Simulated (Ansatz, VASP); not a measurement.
## FeGe: VASP beside Ansatz

Wanted: the spread between two codes on one cell, functional and k mesh.

Program: Ansatz 0.2.0. Level of theory: plane waves, with VASP 6.6.1 beside it; relaxation of cell and atoms at r2SCAN and relaxation of cell and atoms at r2SCAN with rVV10. Results are calculated unless marked as measured.

The database entry behind the starting cell differs from later determinations by our own check (about 0.2 % short), so it need not match the best structure at ambient conditions.

## 1. Starting point

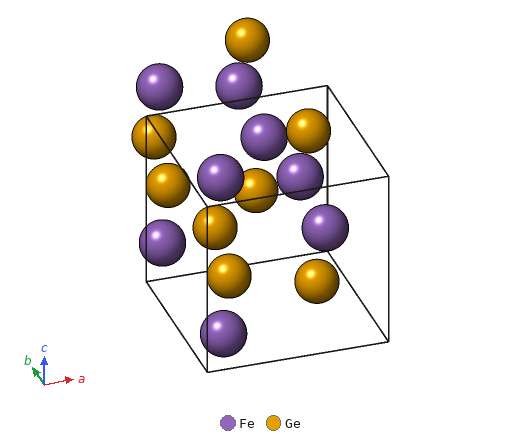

The starting structure, seen from a free direction (iron purple, germanium orange). 1×2×1 cells are drawn.

## 2. Ansatz: relaxation of cell and atoms, r2SCAN

Ansatz runs on its default PAW (the set named soft_2) files.

The relaxed volume is the usual yardstick between codes: its relative difference is about their pressure difference at one cell divided by the bulk modulus.

File input.yaml:

```yaml
crystal:
  lattice:
    - [4.689, 0.0, 0.0]
    - [0.0, 4.689, 0.0]
    - [0.0, 0.0, 4.689]
  atoms:
    - { symbol: Fe, position: [0.135, 0.135, 0.135], spin: 3.0 }
    - { symbol: Fe, position: [0.365, 0.865, 0.635], spin: 3.0 }
    - { symbol: Fe, position: [0.635, 0.365, 0.865], spin: 3.0 }
    - { symbol: Fe, position: [0.865, 0.635, 0.365], spin: 3.0 }
    - { symbol: Ge, position: [0.842, 0.842, 0.842] }
    - { symbol: Ge, position: [0.658, 0.158, 0.342] }
    - { symbol: Ge, position: [0.342, 0.658, 0.158] }
    - { symbol: Ge, position: [0.158, 0.342, 0.658] }
hamiltonian:
  xc: r2scan
  pseudopotentials: { kind: paw }
magnetization:
  spin_polarized: true
kpoints:
  mp_grid: { grid: [5, 5, 5] }
scf:
  occupations: { method: fermi_dirac, width: 0.05 }
relax:
  f_tol: 0.01
  max_steps: 60
  cell: { stress_tol: 0.05 }
output:
  forces: true
  stress: true
  write_density: true
  write_potential: true
  elf: true
  volumetric_format: npy
```

Started as:

```
$ ansatz run input.yaml --threads 4 --pin off --max-ram 9216MiB --backend cpu --events-out ev --progress --plain --runs-dir out
```

Numbers of over 12 decimals in the logs are rounded to 6 here.

Log:

```text
Engine: ansatz 0.2.0, x86_64-unknown-linux-gnu
Pseudopotentials: kind: paw
Pseudopotential: Fe, paw, valence charge 16, recommended cutoff 500 eV (meta_gga), Fe.paw.azcp
Pseudopotential: Ge, paw, valence charge 14, recommended cutoff 500 eV (meta_gga), Ge.paw.azcp
Functional definition: r2SCAN
  parameter k0 = 0.174
  parameter k1 = 0.065
  parameter a1 = 4.9479
  exchange = r2scan_x(k0 = k0, k1 = k1, a1 = a1)
  correlation = r2scan_c
Crystal: 8 atoms, lattice volume = 103.096 Å³
Basis set: ecut = 500 eV, 2601 PW (Γ), exchange–correlation on 144×144×144 points (64 copies of the dense FFT grid, shifted against one another)
Bands: 80, of which v1, the nominal top of the filled ones, is band 60 counted from 1 (59 counted from 0)
Symmetry: 12 space group operations
Space group: P213 (ITA 198), of the structure as read, at distance tolerance 4.7e-5 Å
Magnetic group: BNS 198.9 (UNI 1511), of the structure as read, at distance tolerance 4.7e-5 Å
k-points: 11 of 125 (time reversal used)
Non-local potential: Fe, projectors of the file, l = 0: 3, l = 1: 2, l = 2: 3, l = 3: 1
Non-local potential: Ge, projectors of the file, l = 0: 2, l = 1: 2, l = 2: 3, l = 3: 1
PAW form: soft (Blöchl's): semilocal exchange-correlation on the pseudo side does not see the compensation charge
PAW frozen core: Fe, regenerated for the run's functional (the file was generated under x = pbe(κ = 0.804, μ = 0.219515), c = pbe(β = 0.066725))
PAW frozen core: Ge, regenerated for the run's functional (the file was generated under x = pbe(κ = 0.804, μ = 0.219515), c = pbe(β = 0.066725))
PAW one-centre angular grid: Fe, 590 points (default); XC on 160 Gauss nodes
PAW one-centre angular grid: Ge, 590 points (default); XC on 160 Gauss nodes
Initial density: superposition of atomic densities (chi_scale 0.1, normalization cell)
Starting moments: Σ|m| = 12 μB on 4 of 8 sites
Initial wavefunctions: pseudopotential atomic-orbital guess
Functional: x = r2scan, c = r2scan; τ floored in thin density (d = 2e-4 eV/Å³)
iter 1 solved again at ethr=1.77e-3 eV; its pass at ethr=3.10e-3 eV (dr2=2.12e0 eV) is discarded
SCF iter   1: F=—  HF=-35150.579742 eV  |F-HF|=—  |Δ(HF+E_count)|=         —  Δρ=3.69e-2 (↑2.72e-2 ↓3.69e-2)  dr2=2.36e0  dr2_τ=2.75e-2  dr2_m=1.63e-1  M=9.734 μB ∫|m|=11.526 μB  β_m=1.00  ethr=1.77e-3  ⟨swp⟩=2.6  Hψ=8833  notcnv=0
Mixer restart at iter 1: flushing history
preconditioner: auto → Kerker (q_TF=auto, 2.798 Å⁻¹)  [metal: Δε(μ)=0.038 eV  Ē_g=18.746 eV  σ=0.050 eV  W_gap=0.19  n_scr=32 (ndim 8)  ℏωp=34.3 eV  f_vac=0.000  D(μ)=5.60/eV (n_scr^D=56)]
spin=Collinear: Kerker preconditioning applied to the charge; magnetization (m = ρ↑ − ρ↓) channel mixes plain (no charge-response kernel on spin).
SCF iter   2: F=—  HF=-35150.802870 eV  |F-HF|=—  |Δ(HF+E_count)|=   2.23e-1  Δρ=1.45e-2 (↑1.22e-2 ↓1.45e-2)  dr2=5.42e-1  dr2_τ=4.74e-3  dr2_m=2.31e-2  M=9.381 μB ∫|m|=11.734 μB  β_m=1.00  ethr=1.77e-3  ⟨swp⟩=2.8  Hψ=2834  notcnv=0  defer=178  κ⁻¹=1.0e0(r=1)
SCF iter   3: F=—  HF=-35151.955016 eV  |F-HF|=—  |Δ(HF+E_count)|=    1.15e0  Δρ=1.30e-2 (↑9.89e-3 ↓1.30e-2)  dr2=5.64e-1  dr2_τ=1.75e-3  dr2_m=9.78e-3  M=9.163 μB ∫|m|=11.591 μB  β_m=1.00  ethr=4.51e-4  ⟨swp⟩=2.0  Hψ=2238  notcnv=0  defer=202  κ⁻¹=2.8e-2(r=2)
SCF iter   4: F=—  HF=-35152.679570 eV  |F-HF|=—  |Δ(HF+E_count)|=   7.25e-1  Δρ=1.19e-2 (↑8.86e-3 ↓1.19e-2)  dr2=5.16e-1  dr2_τ=1.17e-3  dr2_m=9.33e-3  M=8.990 μB ∫|m|=11.420 μB  β_m=1.00  ethr=4.51e-4  ⟨swp⟩=2.0  Hψ=1972  notcnv=0  defer=202  κ⁻¹=2.4e-3(r=3)
SCF iter   5: F=—  HF=-35154.010307 eV  |F-HF|=—  |Δ(HF+E_count)|=    1.33e0  Δρ=5.99e-3 (↑5.99e-3 ↓5.47e-3)  dr2=2.06e-1  dr2_τ=8.84e-4  dr2_m=1.86e-3  M=8.143 μB ∫|m|=10.498 μB  β_m=1.00  ethr=4.30e-4  ⟨swp⟩=3.0  Hψ=3499  notcnv=0  defer=202  κ⁻¹=2.7e-4(r=4)
SCF iter   6: F=—  HF=-35154.135831 eV  |F-HF|=—  |Δ(HF+E_count)|=         —  Δρ=1.01e-2 (↑1.01e-2 ↓5.46e-3)  dr2=3.71e-2  dr2_τ=7.39e-4  dr2_m=4.76e-2  M=7.689 μB ∫|m|=9.900 μB  β_m=1.00  ethr=1.71e-4  ⟨swp⟩=2.3  Hψ=3529  notcnv=0  defer=209
Mixer restart at iter 6: flushing history
SCF iter   7: F=—  HF=-35154.134708 eV  |F-HF|=—  |Δ(HF+E_count)|=   1.12e-3  Δρ=4.38e-3 (↑4.38e-3 ↓2.40e-3)  dr2=2.42e-2  dr2_τ=3.86e-4  dr2_m=2.40e-3  M=7.625 μB ∫|m|=9.812 μB  β_m=1.00  ethr=3.09e-5  ⟨swp⟩=2.5  Hψ=2762  notcnv=0  defer=209  κ⁻¹=1.0e0(r=1)
SCF iter   8: F=—  HF=-35154.167343 eV  |F-HF|=—  |Δ(HF+E_count)|=   3.26e-2  Δρ=2.41e-3 (↑2.41e-3 ↓2.15e-3)  dr2=1.29e-2  dr2_τ=2.08e-4  dr2_m=3.16e-5  M=7.600 μB ∫|m|=9.766 μB  β_m=1.00  ethr=2.01e-5  ⟨swp⟩=2.5  Hψ=2792  notcnv=0  defer=209  κ⁻¹=4.1e-2(r=2)
SCF iter   9: F=—  HF=-35154.203404 eV  |F-HF|=—  |Δ(HF+E_count)|=   3.61e-2  Δρ=1.02e-3 (↑6.79e-4 ↓1.02e-3)  dr2=2.19e-3  dr2_τ=3.34e-5  dr2_m=1.16e-4  M=7.586 μB ∫|m|=9.728 μB  β_m=1.00  ethr=1.07e-5  ⟨swp⟩=2.0  Hψ=3311  notcnv=0  defer=209  κ⁻¹=3.9e-3(r=3)
SCF iter  10: F=—  HF=-35154.202626 eV  |F-HF|=—  |Δ(HF+E_count)|=   7.78e-4  Δρ=4.36e-4 (↑3.85e-4 ↓4.36e-4)  dr2=3.83e-4  dr2_τ=8.14e-6  dr2_m=1.74e-5  M=7.593 μB ∫|m|=9.740 μB  β_m=1.00  ethr=1.83e-6  ⟨swp⟩=2.0  Hψ=2980  notcnv=0  defer=209  κ⁻¹=1.8e-3(r=4)
[...]
SCF 1 converged in 20 iterations: F = -35154.203510 eV  dr2 = 1.04e-8
  greatest PAW one-centre occupation: 1.005 electrons in one spin orbital (limit 2), on the Fe atom at site 2 (counted from 0), in its partial waves of l = 1
relax step   1: F+E_penalty+E_count = -35154.20350991 eV  Δ(F+E_penalty+E_count) = +0.000e0 eV  max|allowed force component| = 1.624e-1 eV/Å  Δτ_max = 0.0000 Å  P = +1.826 GPa  Ω = 103.096 Å³  (20 SCF iters, dr2 threshold 1.00e-7 eV, accepted)
[...]
relax step   2: F+E_penalty+E_count = -35154.22002580 eV  Δ(F+E_penalty+E_count) = -1.652e-2 eV  max|allowed force component| = 9.143e-2 eV/Å  Δτ_max = 0.0096 Å  P = +1.191 GPa  Ω = 103.980 Å³  energy of the carried Pulay correction = -7.420e-4 eV  (11 SCF iters, dr2 threshold 8.00e-7 eV, accepted)
[...]
relax step   3: F+E_penalty+E_count = -35154.22699652 eV  Δ(F+E_penalty+E_count) = -6.971e-3 eV  max|allowed force component| = 2.292e-3 eV/Å  Δτ_max = 0.0131 Å  P = -0.384 GPa  Ω = 105.569 Å³  energy of the carried Pulay correction = -2.059e-3 eV  (12 SCF iters, dr2 threshold 8.00e-7 eV, accepted)
[...]
relax step   4: F+E_penalty+E_count = -35154.22779325 eV  Δ(F+E_penalty+E_count) = -7.967e-4 eV  max|allowed force component| = 5.822e-4 eV/Å  Δτ_max = 0.0013 Å  P = +0.032 GPa  Ω = 105.160 Å³  energy of the carried Pulay correction = -1.722e-3 eV  (10 SCF iters, dr2 threshold 3.69e-7 eV, accepted)
[...]
relax step   5: F+E_penalty+E_count = -35154.22954750 eV  Δ(F+E_penalty+E_count) = -1.754e-3 eV  max|allowed force component| = 6.024e-4 eV/Å  Δτ_max = 0.0000 Å  P = +0.047 GPa  Ω = 105.160 Å³  stress off target by 4.66e-2 GPa  SCF on the basis re-selected at this cell (its energy is not comparable with the rows above)  (17 SCF iters)
basis re-selected at this cell: Δ(F+E_penalty+E_count) = -1.754e-3 eV, ΔP = +0.015 GPa vs the last step (what re-selecting the basis moved, of the pressure what is left beyond the Pulay correction that the steps carried, after the strain that the cell walked since its last selection, with what the two solves' SCF thresholds leave and, on support functions, any second-order correction that the steps lacked; it is no m [...]
SCF converged after 17 iterations
Stability not checked: this state was not tested for a lower state beside it, because the mixer in use, unlike msr1, does not test its closes by its own steps (another_mixer; see scf.mixing.algorithm and scf.lower_state_search)
Magnetization: 8.0250 μB (64.0125 up, 55.9875 down)
Absolute magnetization: 10.2131 μB (∫|ρ↑−ρ↓|, with the PAW one-centre terms)
Spin contamination: 0.5368 ħ² per cell (⟨S²⟩ above its minimum at these occupations)
Per-site moments (μB) at R_I (Å): [(2.245875, 0.977055), (2.245875, 0.977055), (2.245875, 0.977055), (2.245875, 0.977055), (-0.084792, 0.977055), (-0.084792, 0.977055), (-0.084792, 0.977055), (-0.084792, 0.977055)]
Free energy (F): -35154.229547 eV
Harris-Foulkes:  -35154.229547 eV  (|F-HF|=7.28e-12)
Internal energy: -35154.196474 eV  (E = F + TS)
E sigma→0 (E₀):  -35154.213011 eV
Entropy (-TS):   -0.033073 eV (-4.134 meV/atom)
Fermi energy:    16.687079 eV
--- Per-component energies (eV) ---
  E_band       = -1273.608244
  E_kinetic    = 1855.806663
  E_local      = -16559.010611  (includes V_loc(G=0)·N_el)
  E_nonlocal   = 2575.697301
  E_hartree    = 7166.262674
  E_xc         = -732.958055
  E_vxc        = -950.108368  (∫ρ·V_xc dr)
  E_paw        = -13655.061999  (= ΣΔE_a)
  E_vpaw       = -2592.722000  (= ΣTr[D̂ρ^β])
  E_aug_tail   = 0.001159  (compensation charges beyond the density's cutoff)
  E_vtau       = 64.201992  (kinetic-family band-sum trace: ∫τ·v_τ [+ j·A + Jᵃ·Aᵃ] dr)
  E_ewald      = -15799.432644
  E_core_change = -5.500963  (= ΣΔE_core)
  E_smearing   = -0.033073  (= −TS)
  E_closure    = 0.000000  (closes the sum)
  Σ components = -35154.229547   (vs F -35154.229547, Δ=0.00e0)
--- Forces (eV/Å), atoms counted from 1 ---
  atom   1  Fe     0.00020466     0.00020466     0.00020466
  atom   2  Fe    -0.00020466    -0.00020466     0.00020466
  atom   3  Fe     0.00020466    -0.00020466    -0.00020466
  atom   4  Fe    -0.00020466     0.00020466    -0.00020466
  atom   5  Ge    -0.00060239    -0.00060239    -0.00060239
  atom   6  Ge     0.00060239     0.00060239    -0.00060239
  atom   7  Ge    -0.00060239     0.00060239     0.00060239
  atom   8  Ge     0.00060239    -0.00060239     0.00060239
  max |Σ_I F_I| component: 1.72e-16 eV/Å
--- Stress (GPa, compression-positive) ---
        0.046564      -0.000000       0.000000
       -0.000000       0.046564      -0.000000
        0.000000      -0.000000       0.046564
  P = ⅓ Tr σ = 0.0466 GPa (0.466 kbar)
--- Band table (eV; the first three rows and the last of 22) ---
  k-point 0 ↑: bands = [... 56 lower, 14.2962, 14.5144, 14.5144, 14.5144, 14.9094, 14.9094, 14.9094, 17.6740, ... 16 higher]
  k-point 1 ↑: bands = [... 56 lower, 14.2462, 14.2463, 14.3657, 14.5712, 14.8441, 14.8739, 15.9990, 16.7389, ... 16 higher]
  k-point 2 ↑: bands = [... 56 lower, 14.1347, 14.1488, 14.4524, 14.5505, 14.7300, 14.8995, 16.2965, 16.5409, ... 16 higher]
  k-point 10 ↓: bands = [... 56 lower, 16.7908, 16.9160, 16.9226, 17.0216, 17.8547, 17.8559, 18.0371, 18.1043, ... 16 higher]
--- Relaxed structure (4 steps of the walk, 4 accepted, 1 SCFs on fresh bases) ---
  F+E_penalty+E_count = -35154.22954750 eV   max|allowed force component| = 6.024e-4 eV/Å   (the final SCF, on the basis selected at the relaxed cell)
  cell:  # Å, volume = 105.1596 Å³
    - [4.720083, 0, 0]
    - [0, 4.720083, 0]
    - [0, 0, 4.720083]
  atoms:
    - { symbol: Fe, position: [0.134515, 0.134515, 0.134515] }
    - { symbol: Fe, position: [0.365485, 0.865485, 0.634515] }
    - { symbol: Fe, position: [0.634515, 0.365485, 0.865485] }
    - { symbol: Fe, position: [0.865485, 0.634515, 0.365485] }
    - { symbol: Ge, position: [0.844790, 0.844790, 0.844790] }
    - { symbol: Ge, position: [0.655210, 0.155210, 0.344790] }
    - { symbol: Ge, position: [0.344790, 0.655210, 0.155210] }
    - { symbol: Ge, position: [0.155210, 0.344790, 0.655210] }
```

Wall time 55 s (4 threads of INTEL XEON PLATINUM 8581C at 2.10GHz (Emerald Rapids), shared host); peak memory 0.86 GiB; 3.4 min of CPU time.

(Continued in part 2 of 3.)

[Lines on the potential files, build, host, timing and source positions are cut from VASP's logs without a mark.]

[Logs are printed without paths, hosts, clocks, repeated set-up lines and the standing remarks that a program may print on its own settings, such as how far it seeks lower states.]

[Hosts, paths, dates, database ids (printed as entryN), source tags and the programs' standing remarks are cut or masked in the printed files.]
